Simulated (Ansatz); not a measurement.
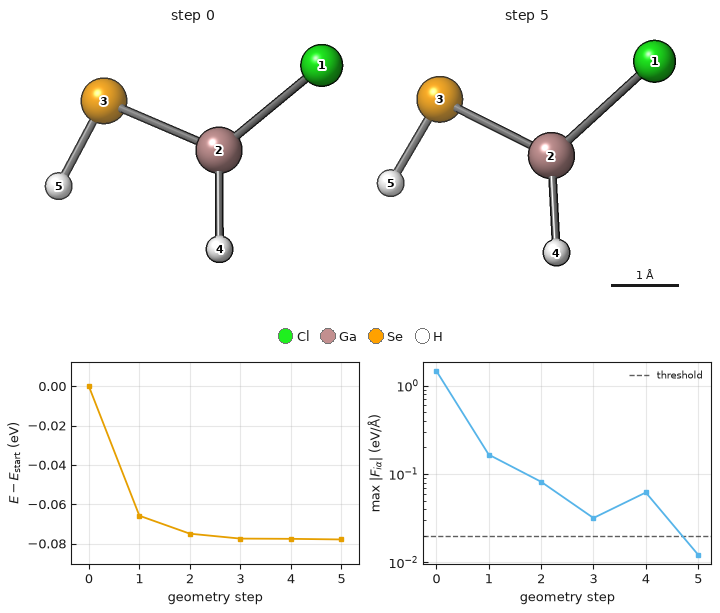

First and last geometry of a relaxation of GaH₂SeCl, with the history of the run. The picture is a ball-and-stick view, seen at a tilt.

The run prepares the start of a later molecular dynamics calculation, from a guessed geometry.

All numbers below come from UHF/def2-SVP (Ansatz 0.2.0). (collinear spin; force threshold 0.02 eV/Å; at most 40 steps)

Question: Read the history and describe the run.

Answer: It converged. The energy falls by 0.078 eV in 5 geometry steps. The largest force component goes from 1.5 to 0.012 eV/Å. The atom that moves furthest after the best rigid fit is Ga2 (0.085 Å). Largest moves by element: Ga 0.085 Å, H 0.082 Å, Cl 0.074 Å, Se 0.039 Å. Among the contacts that change: Cl1–Ga2 2.078 → 2.160 Å, Ga2–H4 1.569 → 1.554 Å, Se3–H5 1.446 → 1.457 Å. Among the angles between lasting bonds that change: Cl1–Ga2–Se3 121.3° → 115.0°, Se3–Ga2–H4 119.8° → 125.6°.

```
step  E − E(0), eV  largest force component, eV/Å
   0        0.0000                         1.4703
   1       -0.0658                         0.1659
   2       -0.0749                         0.0818
   3       -0.0774                         0.0318
   4       -0.0776                         0.0618
   5       -0.0779                         0.0122
```

Limits of the set-up: Hartree-Fock leaves out electron correlation.
